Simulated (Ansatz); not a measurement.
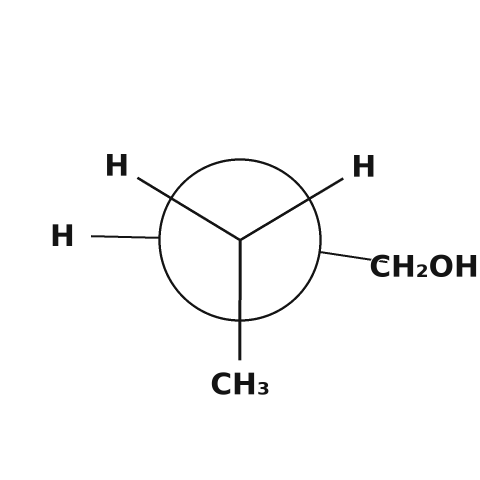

A Newman projection along the Si–N bond, silicon in front; angles are drawn as computed, but eclipsed bonds slightly apart. Computed geometry: PBE-D4/def2-SVP optimisation. No frequency run is at hand to confirm it as a minimum.

Question: Which molecule is it?

Answer: C2H9NOSi, C[SiH2]NCO

Question: What is the torsion angle from the front CH3 to the back CH2OH? The sign is positive where the front bond must turn clockwise to cover the back bond.

Answer: −81°, about perpendicular.
